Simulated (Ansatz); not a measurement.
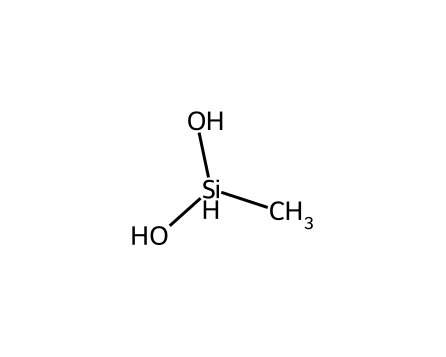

Write the SMILES.

C[SiH](O)O

What is the molecular formula?

CH6O2Si.

The parts below concern this one geometry. Atoms keep their numbers from picture to picture. Computed geometry: PBE0-D4/def2-TZVP optimisation.

## Shape

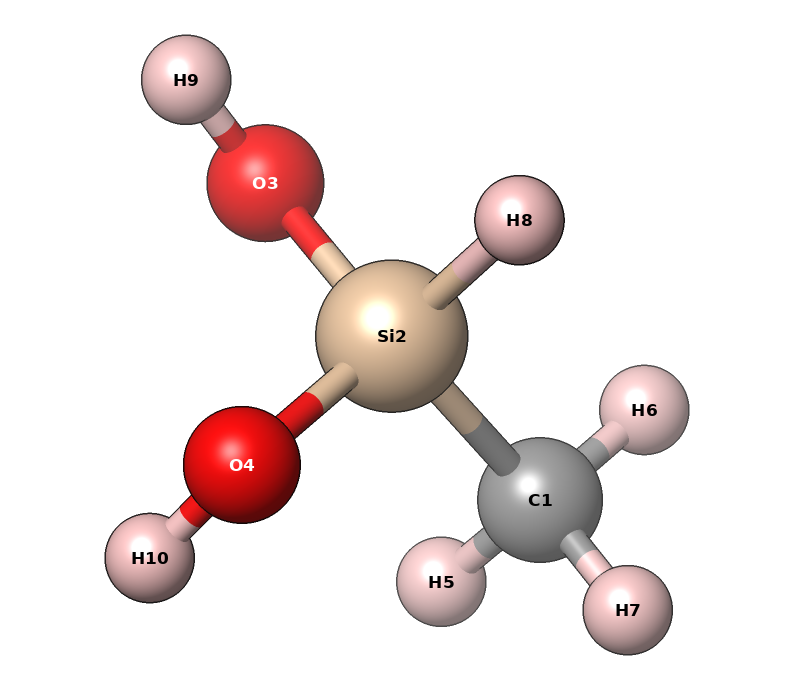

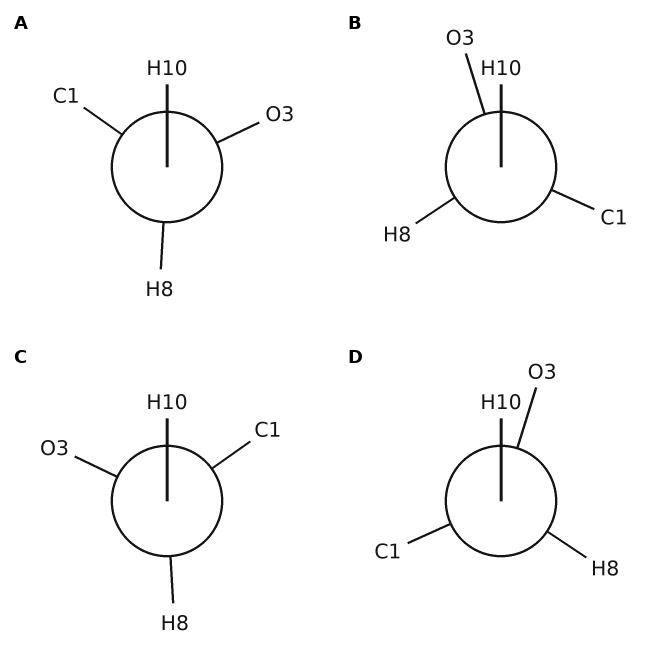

Distant atoms are faded towards the background colour. Bonds that would overlap in a projection are set slightly apart.

Which Newman projection shows the view along O4–Si2, with O4 in front?

A. The torsion angle H10–O4–Si2–O3 is 64°, synclinal (gauche).

## Vibrations

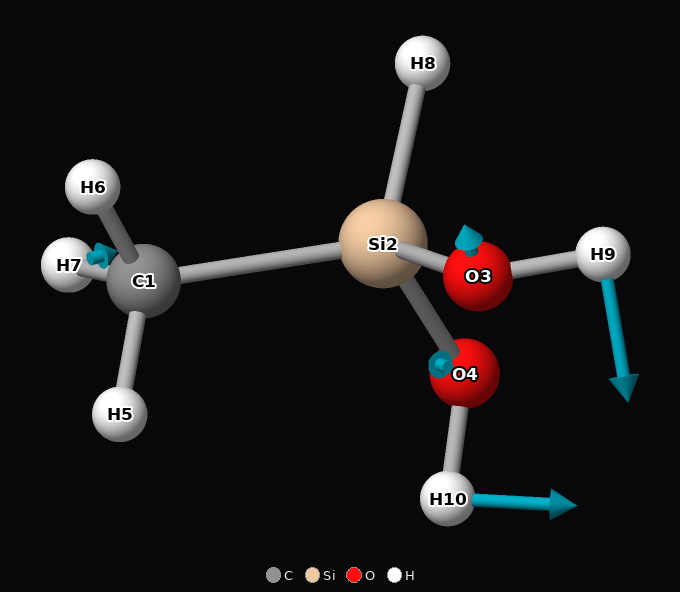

The arrows show one normal mode. Harmonic vibrations computed with RKS PBE0-D4/def2-TZVP (Ansatz 0.2.0) at a stationary point of the same level.

Estimate its harmonic wavenumber.

376 cm⁻¹; it is mode 6 of 24 counted from the lowest.

## Dipole moment

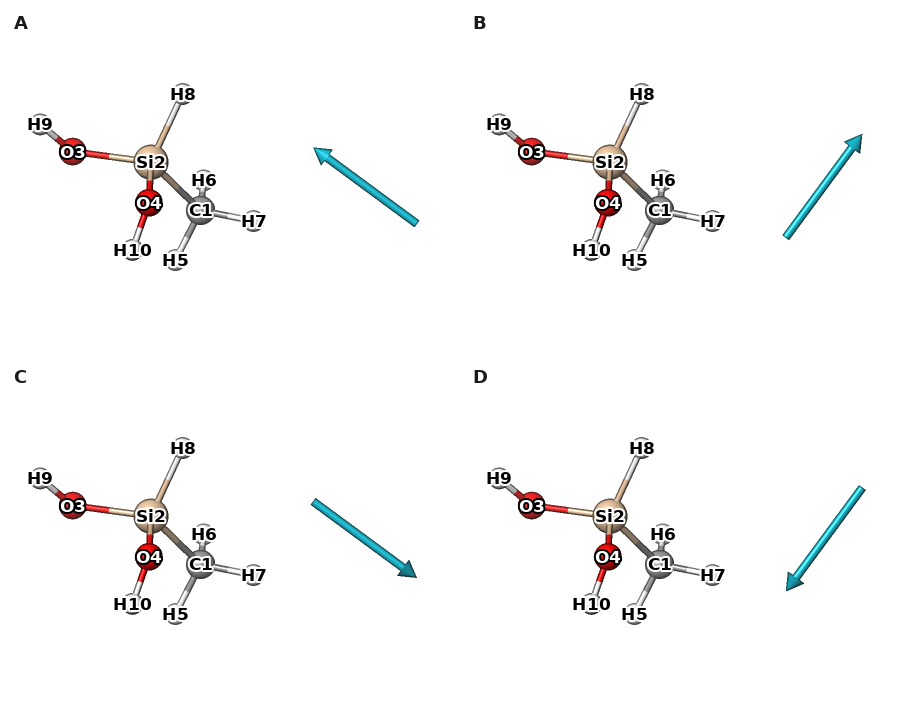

The same molecule four times, each with an arrow. Level of theory: RKS ωB97M-V/def2-TZVPP (Ansatz 0.2.0).

Which arrow points along the dipole moment, from the negative to the positive end?

D. The dipole moment is 0.93 D; it points from the side of H8 to the side of H10 (the outermost atoms at the two ends).

## Thermal motion

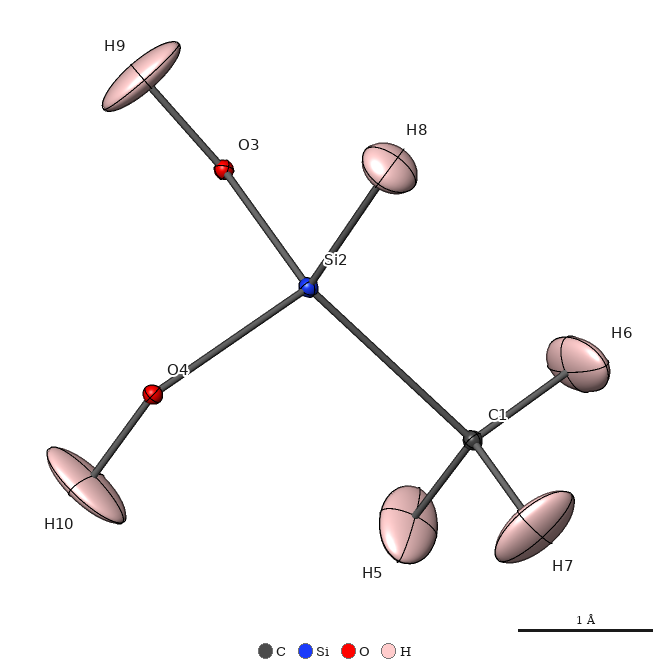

Displacement ellipsoids at the 50 % level, from the internal vibrations of the free molecule (harmonic, no overall translation or rotation; no half-axis is drawn under 0.075 Å). Vibrations computed with RKS PBE0-D4/def2-TZVP (Ansatz 0.2.0). Temperature: 100 K.

Give the displacement parameters, one line for each set of equivalent atoms.

```
atom  U_eq (Å²)   rms amplitudes (Å)
  C1     0.0015  0.026, 0.043, 0.044
 Si2    0.00071  0.024, 0.025, 0.030
  O3     0.0013  0.028, 0.039, 0.042
  O4     0.0013  0.024, 0.038, 0.044
  H5     0.0303  0.075, 0.150, 0.250
  H6     0.0289  0.082, 0.147, 0.242
  H7     0.0284  0.081, 0.148, 0.239
  H8     0.0162  0.090, 0.138, 0.147
  H9     0.0283  0.075, 0.148, 0.240
 H10     0.0315  0.068, 0.151, 0.259
```
